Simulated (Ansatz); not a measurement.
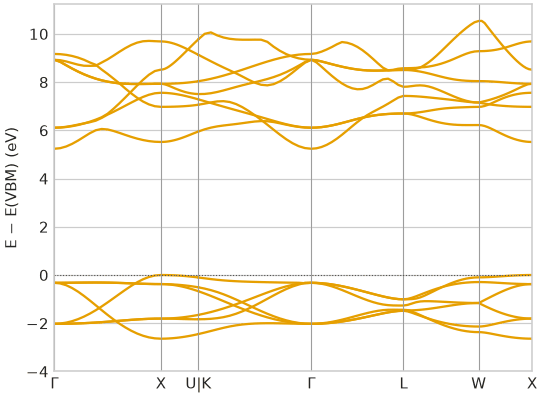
Figure: Band structure from PBE in the plane-wave PAW code Ansatz

Read off the gap and where the band edges lie.

About 5.2 eV (5.24 eV by a search for the band edges); maximum at X, minimum at Γ.

The material is SrCl2 (fluorite, Fm-3m).

The PBE relaxation kept the symmetry of its start. Scalar-relativistic: spin–orbit coupling is off unless named, which matters more the heavier the elements.

Potentials: the later of the program's two PAW sets.
